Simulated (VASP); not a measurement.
```xyz
4
Lattice="4.9148 0.0000 0.0000 -2.4574 4.2563 0.0000 0.0000 0.0000 2.4331" Properties=species:S:1:pos:R:3 pbc="T T T"
Si    2.4574    0.0000    1.2166
Si   -1.2287    2.1282    1.2166
Si    1.2287    2.1282    1.2166
C     0.0000    0.0000    1.2166
```

Space group P6/mmm; a generated structure, not necessarily the stable one.

The calculation used Kohn-Sham DFT of a periodic cell, PBE, VASP PAW PBE potentials, recommended in VASP.

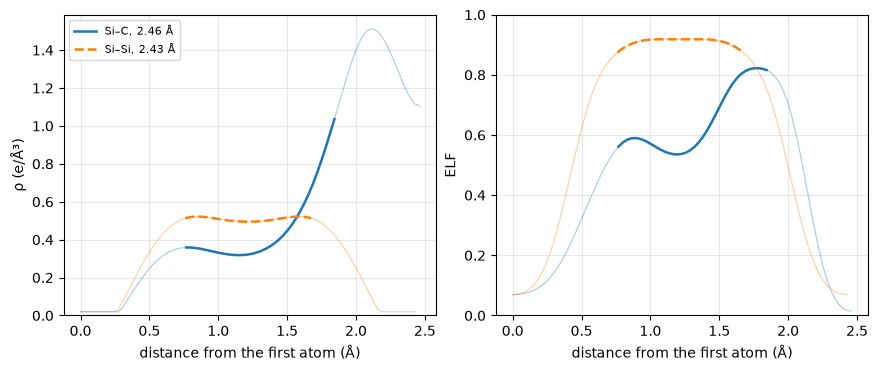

Si3C. Valence charge density (pseudo) and ELF along straight lines between neighbouring atoms. Thin, pale parts lie inside the atomic spheres.

In a PAW calculation such maps are meaningful between the atoms, not at the nuclei.

**What can be read from the curves?**

Si–C (2.46 Å): ρ is about 0.32 e/Å³ halfway; the ELF peaks at about 0.80 in the valence shell of C, 0.7 Å from its nucleus, and drops to about 0.55 between the two atoms.
Si–Si (2.43 Å): ρ is about 0.49 e/Å³ halfway; the ELF peaks at about 0.90 between the atoms.
